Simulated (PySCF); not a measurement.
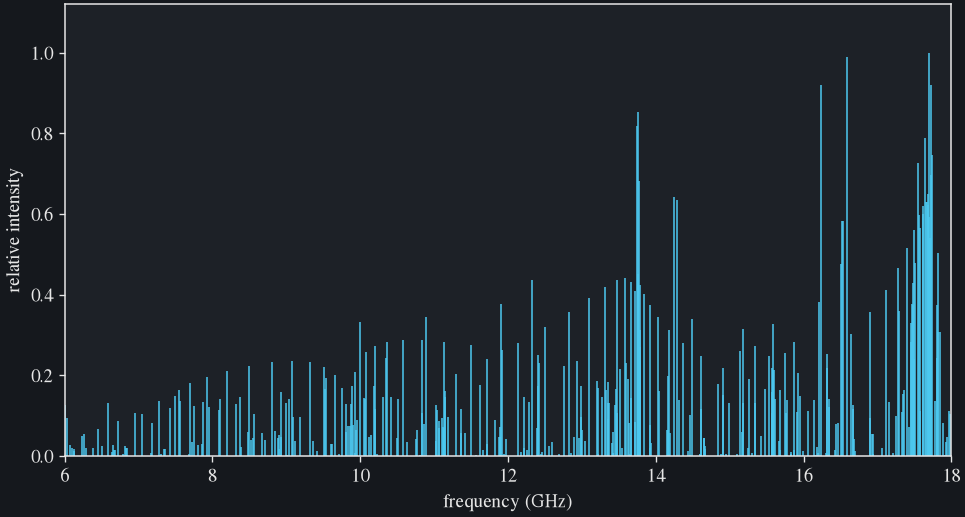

Simulated rotational absorption lines between 6 and 18 GHz at 10 K: rigid rotor with the equilibrium constants and dipole of one optimised conformer (PBE0-D3(BJ)/def2-SVP, PySCF), commonest isotopes; no centrifugal distortion, hyperfine structure, internal rotation or nuclear-spin weights; lines within 1 MHz of each other are summed.

Question: Which molecule gives this spectrum?
A. C₅H₁₄GeO, SMILES C[O][GeH2][C](C)(C)C, singlet
B. C₃H₁₀F₂Si₂, SMILES FC(F)[C@@H]([SiH3])C[SiH3]
C. C₇H₁₈Si, SMILES CCC[SiH2]C(C)(C)C

Answer: Option A. Rotational constants A, B, C = 3.083, 1.164, 1.059 GHz, |μa|, |μb|, |μc| = 0.32, 0.67, 0.03 D.

Caveats: coarse grid, loose stop and no frequency check, small forces are noise and the end may be a saddle.
